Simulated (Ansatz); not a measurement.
# C2H3ClNSi (SMILES C[Si](Cl)C#N) at RPA@PBE0/def2-SVP

What is the vertical ionisation energy of C2H3ClNSi at RPA@PBE0/def2-SVP? 

The results are computed with Ansatz 0.2.0.

107 further runs of the same task are left out: 107 set aside as unsound or not needed.

**1. The structure to begin with**

The species is C2H3ClNSi (8 atoms), meant as a doublet with charge 0. As SMILES, `C[Si](Cl)C#N`. The shape is that of a PBE0-D4/def2-TZVP optimisation.

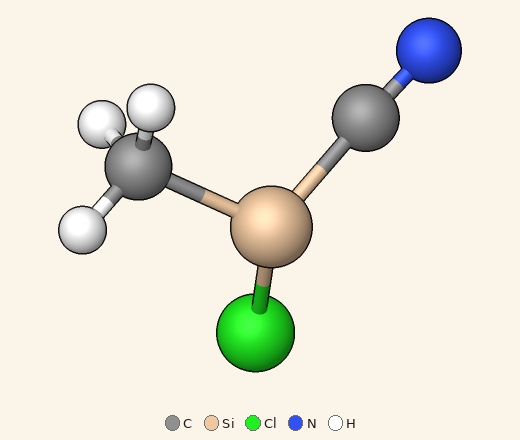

Viewed from a chosen angle; carbon grey, silicon light orange, chlorine green, nitrogen blue, hydrogen white.

**2. A single-point energy at RPA@PBE0/def2-SVP**

The input, job.yaml:

```yaml
basis:
  gaussian: {orbitals: def2-SVP}
crystal:
  periodic: [false, false, false]
  atoms:
    - {symbol: C, position_ang: [-0.710900, -0.544800, 0.782600]}
    - {symbol: Si, position_ang: [0.598800, 0.648200, 0.225400]}
    - {symbol: Cl, position_ang: [2.483200, -0.092800, 0.512800]}
    - {symbol: C, position_ang: [0.405700, 0.989300, -1.574400]}
    - {symbol: N, position_ang: [0.241700, 1.298400, -2.674300]}
    - {symbol: H, position_ang: [-0.600600, -1.491500, 0.246800]}
    - {symbol: H, position_ang: [-0.626000, -0.731800, 1.854000]}
    - {symbol: H, position_ang: [-1.699700, -0.132000, 0.571400]}
magnetization: {spin_polarized: true, initial_magnetization: 1}
hamiltonian: {xc: {name: PBE0}}
correlation: {method: rpa, frozen_orbitals: {C: 1, Cl: 5, H: 0, "N": 1, Si: 5}}
accuracy: high
```

Started as:

```sh
$ ansatz run job.yaml --threads 1 --pin off --max-ram 3480MiB --events-out events.jsonl --progress --plain --runs-dir runs
```

Log:

```text
Warning: RAYON_NUM_THREADS=1 ignored (pool sized by the plan → 1); use --threads N
Functional definition: PBE0
  name "PBE0"
  parameter a = 0.25
  parameter kappa = 0.804
  parameter beta = 0.06672455060314922
  exchange = (1 - a)*pbe_x(kappa = kappa, mu = beta*pi^2/3) + a*exact_x
  correlation = pbe_c(beta = beta)
2038 factors; integrals over basis functions are off by at most 8.7e-9 eV
mean field evaluation 1: about -23984.4334 eV, gradient 3.8e1 eV
mean field evaluation 2: about -23984.7111 eV, gradient 3.8e1 eV
mean field evaluation 4: about -23990.0354 eV, gradient 2.2e1 eV
mean field evaluation 8: about -23992.2683 eV, gradient 5.3e-1 eV
mean field evaluation 16: about -23992.2702 eV, gradient 1.3e-3 eV
mean field evaluation 32: about -23992.2702 eV, gradient 7.6e-8 eV
mean field -23992.27024472 eV, -881.6996689486 hartree, gradient 7.6e-8 eV, S^2 0.752932; 0 other end points of the search recorded, 0 dependent functions left out
13 core orbitals not correlated: weight in the atoms' cores, before any rotation towards them, 1.000 or more for the frozen orbitals, at most 0.000 for the correlated occupied ones
reference -23946.82359633 eV, -880.0295354251 hartree; 14, 13 occupied and 66, 67 virtual orbitals, 2038 factors
Total energy: -23971.45150331 eV, -880.9345943132 hartree
```

Wall time 12 s (1 thread of Intel Xeon 6975P-C (Granite Rapids), shared host); peak memory 0.5 GiB.

**3. The singlet cation at the same level**

The input, input.yaml:

```yaml
crystal:
  periodic: [false, false, false]
  atoms:
    - {symbol: C, position_ang: [-0.710900, -0.544800, 0.782600]}
    - {symbol: Si, position_ang: [0.598800, 0.648200, 0.225400]}
    - {symbol: Cl, position_ang: [2.483200, -0.092800, 0.512800]}
    - {symbol: C, position_ang: [0.405700, 0.989300, -1.574400]}
    - {symbol: "N", position_ang: [0.241700, 1.298400, -2.674300]}
    - {symbol: H, position_ang: [-0.600600, -1.491500, 0.246800]}
    - {symbol: H, position_ang: [-0.626000, -0.731800, 1.854000]}
    - {symbol: H, position_ang: [-1.699700, -0.132000, 0.571400]}
basis:
  gaussian:
    orbitals: def2-SVP
total_charge: 1
hamiltonian:
  xc: {name: PBE0}
correlation:
  method: rpa
  frozen_orbitals: {C: 1, Cl: 5, H: 0, "N": 1, Si: 5}
accuracy: high
```

Started as:

```sh
$ ansatz run input.yaml --threads 1 --pin off --max-ram 3480MiB --events-out events.jsonl --progress --plain --runs-dir runs
```

Log (excerpt; [...] marks lines left out):

```text
Warning: RAYON_NUM_THREADS=1 ignored (pool sized by the plan → 1); use --threads N
[... 2 set-up lines as earlier in the session ...]
[...]
2037 factors; integrals over basis functions are off by at most 8.7e-9 eV
[...]
mean field -23983.35508253 eV, -881.3720427810 hartree, gradient 5.5e-8 eV, S^2 0.000000; 0 other end points of the search recorded, 0 dependent functions left out
13 core orbitals not correlated: weight in the atoms' cores, before any rotation towards them, 1.000 or more for the frozen orbitals, at most 0.000 for the correlated occupied ones
reference -23937.93415404 eV, -879.7028544466 hartree; 13, 13 occupied and 67, 67 virtual orbitals, 2037 factors
Total energy: -23962.76100096 eV, -880.6152242424 hartree
```

Wall time 7.5 s (1 thread of Intel Xeon 6975P-C (Granite Rapids), shared host); peak memory 0.42 GiB.

**4. Summary of results**

At RPA@PBE0/def2-SVP, 13 core orbitals frozen:

| quantity | value |
| --- | --- |
| doublet C2H3ClNSi: total energy | -880.93459 Eh |
| doublet C2H3ClNSi: RPA correlation energy (valence) | -905.1 mEh |
| doublet C2H3ClNSi: ⟨S²⟩ of the reference determinant | 0.753 |
| singlet cation: total energy | -880.61522 Eh |
| singlet cation: RPA correlation energy (valence) | -912.4 mEh |
| vertical ionisation energy (to the singlet cation) | 8.691 eV |

In words: The vertical ionisation energy comes to 8.69 eV (200 kcal/mol). Only the singlet of the ionised species was computed; a triplet could lie lower.
